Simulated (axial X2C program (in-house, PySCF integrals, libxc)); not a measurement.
# A two-component session on SnGa: properties at the nuclei

Aim: properties at the nuclei of SnGa, with spin–orbit coupling in the Hamiltonian from the start.

Computed with an in-house X2C program for linear molecules on PySCF integrals. Level: two-component X2C with atomic mean-field terms, Sn dyall-cv3z, Ga dyall-cv3z.

All values are calculated.

## (1) Set-up

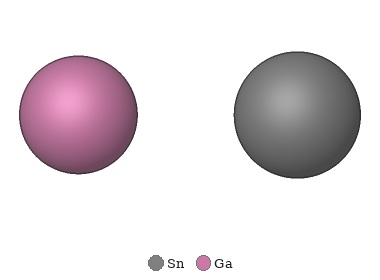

The two atoms at 2.640 Å (tin grey, gallium pink).

Contents of task.json:

```json
{"zs": [50, 31], "q": 0, "bas": ["dyall-cv3z", "dyall-cv3z"], "r0": 2.64, "levels": ["PBE0", "HF", "BHandHLYP", "PBE50", "PBE"], "nst": 3}
```

Keys: zs atomic numbers; q charge; bas basis sets; r0 starting distance in Å; levels methods (HF also brings MP2); nst determinants followed.

Command:

```sh
python soeom.py task.json out
```

Nuclei are Gaussian, cores are contracted, and the Gaunt term is on.

## (2) Expectation values, lowest determinant

R = 2.668 Å. State: Ω = 3/2 (excess of +ω over −ω: ω = 3/2).

Output of the PBE0 run:

```text
two-component X2C + atomic mean field  PBE0
basis functions 237  fitting functions 1275  grid points 5800
iter        total energy     max residual
   1      -8116.418521782     1.01e+00
   2      -8116.724659159     7.57e-03
   3      -8116.724670483     7.79e-03
   4      -8116.725133409     5.30e-04
   5      -8116.725136684     5.79e-04
   6      -8116.725141016     1.51e-04
   7      -8116.725141262     5.36e-05
   8      -8116.725141316     7.40e-06
   9      -8116.725141326     4.44e-06
  10      -8116.725141329     2.31e-06
  11      -8116.725141330     8.02e-07
converged
one-electron -11806.48445565  Coulomb 3628.61878488  exact exchange -59.56695672  xc functional -182.55944999  nuclear repulsion 307.43053858  atomic mean-field constant -4.16360243
```

The highest occupied spinor is 67% Sn p, 28% Ga p, 3% Ga d.

```csv
level,Eeff magnitude (GV/cm),Ws magnitude Sn (kHz),A∥/gI Sn (MHz),qzz Sn (a.u.),A∥/gI Ga (MHz),qzz Ga (a.u.),μ (D)
PBE0,2.41,1.58,-385,-0.97,5.66,-1.52,0.97
HF,1.74,1.65,-650,-0.54,-114,-1.96,1.73
BHandHLYP,2.42,1.67,-346,-0.93,24.9,-1.69,1.20
PBE50,2.67,1.77,-448,-0.82,-21.9,-1.69,1.23
PBE,2.01,1.34,-314,-1.10,35.4,-1.35,0.70
```

Eeff is the effective electric field on the electron dipole moment in this Ω state and Ws the scalar–pseudoscalar constant (defined with the proton number Z and per Ω); A∥ is the parallel hyperfine constant, which follows by multiplying with the nuclear g factor gI = μI/(I μN); qzz is the electric field gradient, eQq0 = 234.96 MHz × Q/barn × qzz; μ is positive if Ga is the positive end. The operators were transformed with the bare-nucleus X2C matrices.

## (3) Expectation values, a higher determinant

R = 2.668 Å. State: Ω = 1/2 (excess of +ω over −ω: 2 × ω = -1/2, ω = 3/2), 0.36 eV above the lowest in the PBE0 search for states (made at or near this distance, with looser thresholds).

Output of the PBE0 run:

```text
two-component X2C + atomic mean field  PBE0
basis functions 237  fitting functions 1275  grid points 5800
iter        total energy     max residual
   1      -8116.406177387     1.01e+00
   2      -8116.711188668     7.88e-03
   3      -8116.711219767     7.79e-03
   4      -8116.711660657     5.78e-04
   5      -8116.711664738     5.65e-04
   6      -8116.711668521     1.51e-04
   7      -8116.711668741     4.28e-05
   8      -8116.711668779     8.22e-06
   9      -8116.711668782     2.03e-06
  10      -8116.711668783     1.20e-06
converged
one-electron -11806.25436322  Coulomb 3628.38852128  exact exchange -59.56330146  xc functional -182.54946153  nuclear repulsion 307.43053858  atomic mean-field constant -4.16360243
```

The highest occupied spinor is 68% Sn p, 27% Ga p, 4% Ga d.

| level | Eeff magnitude (GV/cm) | Ws magnitude Sn (kHz) | A∥/gI Sn (MHz) | qzz Sn (a.u.) | A∥/gI Ga (MHz) | qzz Ga (a.u.) | μ (D) |
| --- | --- | --- | --- | --- | --- | --- | --- |
| PBE0 | 2.87 | 4.83 | -1560 | -0.90 | -485 | -1.69 | 0.95 |
| HF | 5 | 7.63 | -1270 | -0.48 | -150 | -2.23 | 1.79 |
| BHandHLYP | 3.2 | 5.28 | -1420 | -0.68 | -355 | -1.79 | 1.19 |
| PBE50 | 3.53 | 5.76 | -1470 | -0.74 | -389 | -1.87 | 1.23 |
| PBE | 2.26 | 3.96 | -1640 | -1.04 | -588 | -1.51 | 0.69 |

## (4) Expectation values, a higher determinant

R = 2.668 Å. State: Ω = 1/2 (excess of +ω over −ω: ω = 1/2), 0.51 eV above the lowest in the PBE0 search for states (made at or near this distance, with looser thresholds).

Output of the PBE0 run:

```text
two-component X2C + atomic mean field  PBE0
basis functions 237  fitting functions 1275  grid points 5800
iter        total energy     max residual
   1      -8116.399919409     1.01e+00
   2      -8116.705944792     7.83e-03
   3      -8116.705965706     7.78e-03
   4      -8116.706426442     5.48e-04
   5      -8116.706430069     5.58e-04
   6      -8116.706434472     1.64e-04
   7      -8116.706434949     5.59e-05
   8      -8116.706435128     3.85e-05
   9      -8116.706435323     2.77e-05
  10      -8116.706435476     1.42e-05
  11      -8116.706435528     2.61e-06
  12      -8116.706435530     1.01e-06
  13      -8116.706435530     4.66e-07
converged
one-electron -11806.40310149  Coulomb 3628.52668692  exact exchange -59.55742514  xc functional -182.53953197  nuclear repulsion 307.43053858  atomic mean-field constant -4.16360243
```

The highest occupied spinor is 66% Sn p, 29% Ga p, 3% Ga d.

```
    level  Eeff magnitude (GV/cm)  Ws magnitude Sn (kHz)  A∥/gI Sn (MHz)  qzz Sn (a.u.)  A∥/gI Ga (MHz)  qzz Ga (a.u.)  μ (D)
     PBE0                   0.876                   3.05           -18.3          -1.24             327          -1.61   0.79
       HF                    4.19                   1.14             162          -3.14            82.4          -2.25   1.02
BHandHLYP                   0.549                   1.67           -21.8          -2.06             292          -1.95   0.95
    PBE50                  0.0649                   2.49            -133          -1.56             246          -1.84   0.98
      PBE                    1.11                   3.02             145          -1.15             413          -1.42   0.58
```

## (5) What came out

| quantity | value |
| --- | --- |
| lowest determinant | Ω = 3/2 (excess of +ω over −ω: ω = 3/2) |
| Eeff magnitude (GV/cm), PBE0 | 2.41 |
| Ws magnitude Sn (kHz), PBE0 | 1.58 |
| A∥/gI Sn (MHz), PBE0 | -385 |
| qzz Sn (a.u.), PBE0 | -0.97 |
| higher determinant | Ω = 1/2 (excess of +ω over −ω: 2 × ω = -1/2, ω = 3/2) |
| Eeff magnitude (GV/cm), PBE0, higher determinant | 2.87 |
| Ws magnitude Sn (kHz), PBE0, higher determinant | 4.83 |
| A∥/gI Sn (MHz), PBE0, higher determinant | -1560 |
| qzz Sn (a.u.), PBE0, higher determinant | -0.90 |
| higher determinant | Ω = 1/2 (excess of +ω over −ω: ω = 1/2) |
| Eeff magnitude (GV/cm), PBE0, higher determinant | 0.876 |
| Ws magnitude Sn (kHz), PBE0, higher determinant | 3.05 |
| A∥/gI Sn (MHz), PBE0, higher determinant | -18.3 |
| qzz Sn (a.u.), PBE0, higher determinant | -1.24 |

In the first state, the effective field runs from 1.74 to 2.67 GV/cm over the mean-field levels. The expectation values come from single determinants, which for open shells can mix terms of unlike spin or miss the lowest Ω, so a determinant need not be a state. Eeff is the effective electric field on the electron dipole moment in this Ω state and Ws the scalar–pseudoscalar constant (defined with the proton number Z and per Ω); A∥ is the parallel hyperfine constant, which follows by multiplying with the nuclear g factor gI = μI/(I μN); qzz is the electric field gradient, eQq0 = 234.96 MHz × Q/barn × qzz; μ is positive if Ga is the positive end. The operators were transformed with the bare-nucleus X2C matrices.
